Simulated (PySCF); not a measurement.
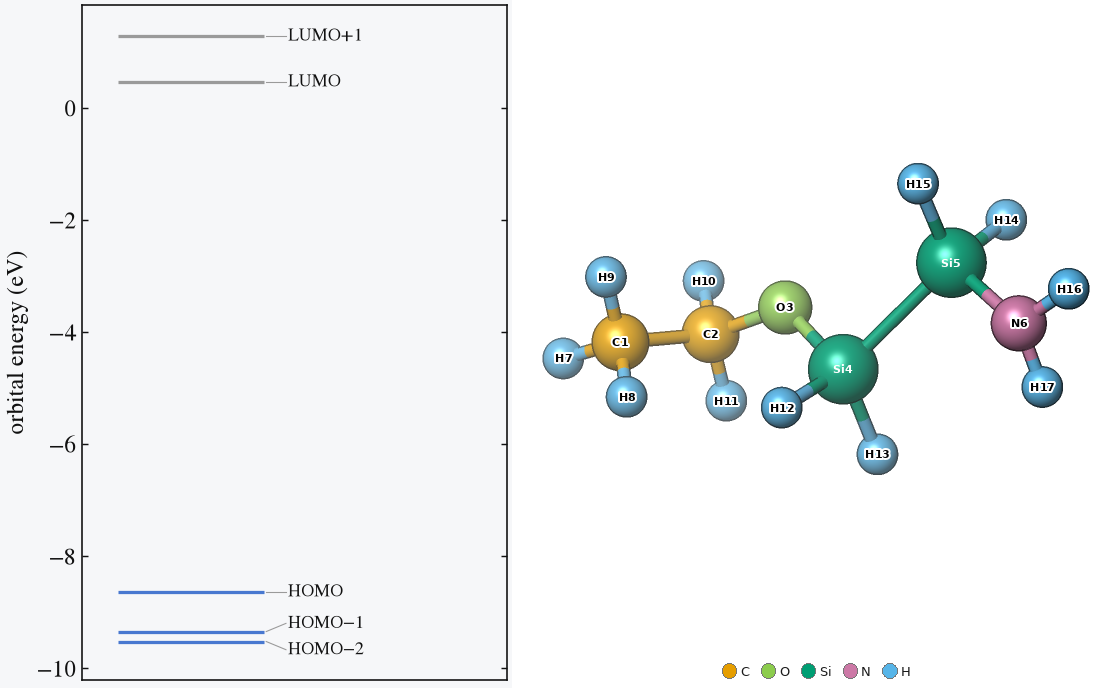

C₂H₁₁NOSi₂, SMILES CCO[SiH2][SiH2]N. Kohn-Sham orbital energies near the frontier, CAM-B3LYP/def2-SVPD with PySCF 2.14.0, at a GFN2-xTB geometry (no frequency check), isolated molecule; empty levels in grey, levels within 0.03 eV side by side.

Where do the frontier orbitals lie?

Answer. HOMO at −8.64 eV, LUMO at 0.46 eV, 9.10 eV apart.

How far below the HOMO does the next level lie?

Answer. 0.71 eV.

List the levels with the atoms that carry most of them (a dash for levels above zero or within 0.03 eV of another, where shares mean little).

Answer.
```tsv
orbital	energy (eV)	Löwdin shares
LUMO+1	1.28	–
LUMO	0.46	–
HOMO	−8.64	N6 54 %, Si5 16 %, H14 11 %
HOMO−1	−9.35	O3 36 %, Si4 17 %, H12 13 %
HOMO−2	−9.53	O3 30 %, Si4 18 %, Si5 13 %
```

Caveats: the tight-binding geometry is rougher than a DFT one and adds to the error; one conformer of a flexible molecule; empty levels above zero depend strongly on the basis.
